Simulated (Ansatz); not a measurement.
**Chlorotrimethylsilane (C₃H₉ClSi): small, medium and large basis sets**

How large a basis does chlorotrimethylsilane (C₃H₉ClSi) need? Two functionals are run in growing sets.

The runs use Ansatz 0.2.0, Gaussian basis; one geometry, several basis sets.

Plan: PBE0-D4/def2-SVP; ωB97M-V/def2-SVP; PBE0-D4/def2-QZVPP; ωB97M-V/def2-QZVPP; the functionals' def2-TZVPP values are taken from earlier runs.

## (1) The relaxed structure

The geometry comes from an earlier relaxation with PBE0-D4 in a triple-zeta def2 set; it is a stationary point, not always the lowest conformer.

SMILES `C[Si](C)(C)Cl`, 14 atoms, charge 0, spin multiplicity 1.

Atoms are counted from 1 here; the program's logs count them from 0.

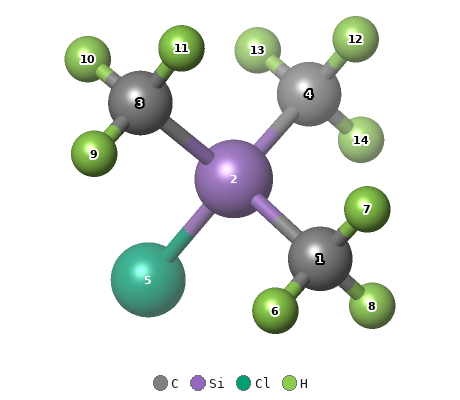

The structure; carbon grey, silicon purple, chlorine teal, hydrogen green; atoms are numbered from 1 in the order of the file.

Geometry (Å):

```mol
C3H9ClSi
  3D, bonds by distance, orders not assigned

 14 13  0  0  0  0  0  0  0  0999 V2000
   -1.6803    0.5579    0.2236 C   0  0
    0.1079    0.3076   -0.2318 Si  0  0
    1.2061    0.3350    1.2719 C   0  0
    0.3484   -1.2492   -1.2250 C   0  0
    0.6695    1.9053   -1.4383 Cl  0  0
   -1.8174    1.4956    0.7666 H   0  0
   -2.0293   -0.2597    0.8613 H   0  0
   -2.3100    0.5867   -0.6683 H   0  0
    1.0910    1.2713    1.8223 H   0  0
    2.2564    0.2336    0.9901 H   0  0
    0.9522   -0.4896    1.9445 H   0  0
    0.0666   -2.1257   -0.6340 H   0  0
    1.3920   -1.3627   -1.5263 H   0  0
   -0.2662   -1.2351   -2.1277 H   0  0
  1  2  8  0
  2  3  8  0
  2  4  8  0
  2  5  8  0
  1  6  8  0
  1  7  8  0
  1  8  8  0
  3  9  8  0
  3 10  8  0
  3 11  8  0
  4 12  8  0
  4 13  8  0
  4 14  8  0
M  END
```

## (2) PBE0-D4 in def2-SVP

The input, in.yaml:

```yaml
crystal:
  periodic: [false, false, false]
  atoms:
    - {symbol: C, position_ang: [-1.680305, 0.557865, 0.223647]}
    - {symbol: Si, position_ang: [0.107919, 0.307589, -0.231765]}
    - {symbol: C, position_ang: [1.206089, 0.335029, 1.271911]}
    - {symbol: C, position_ang: [0.348374, -1.249174, -1.224962]}
    - {symbol: Cl, position_ang: [0.669500, 1.905297, -1.438346]}
    - {symbol: H, position_ang: [-1.817411, 1.495590, 0.766555]}
    - {symbol: H, position_ang: [-2.029304, -0.259734, 0.861336]}
    - {symbol: H, position_ang: [-2.309957, 0.586697, -0.668309]}
    - {symbol: H, position_ang: [1.091003, 1.271335, 1.822330]}
    - {symbol: H, position_ang: [2.256422, 0.233634, 0.990142]}
    - {symbol: H, position_ang: [0.952156, -0.489590, 1.944545]}
    - {symbol: H, position_ang: [0.066589, -2.125706, -0.634028]}
    - {symbol: H, position_ang: [1.392005, -1.362721, -1.526316]}
    - {symbol: H, position_ang: [-0.266179, -1.235113, -2.127738]}
basis:
  gaussian: {orbitals: def2-SVP}
hamiltonian: {xc: pbe0, dispersion: d4}
output: {orbitals: {seedname: orbitals}}
```

The run is started by

```sh
> ansatz run in.yaml --threads 4 --pin off --events-out ev --progress --plain --max-ram 10444MiB
```

After this run come: ωB97M-V in def2-SVP; PBE0-D4 in def2-QZVPP; ωB97M-V in def2-QZVPP.

**Question.** What will the summary of the whole plan be? Wanted: PBE0-D4: double and triple zeta above quadruple; ωB97M-V: double and triple zeta above quadruple.

**Answer**, as computed:

```
                                       quantity           value
PBE0-D4: double and triple zeta above quadruple  11.61, 0.83 eV
ωB97M-V: double and triple zeta above quadruple  11.81, 0.79 eV
```

In words: PBE0-D4 gains 10.78 eV from double to triple zeta, then 0.83 eV more. Total energies overstate the basis error of differences, where much of it tends to cancel. The LUMO of ωB97M-V is positive and keeps falling with the basis (3.03 to 1.56 eV): an unbound level that the basis holds in place.
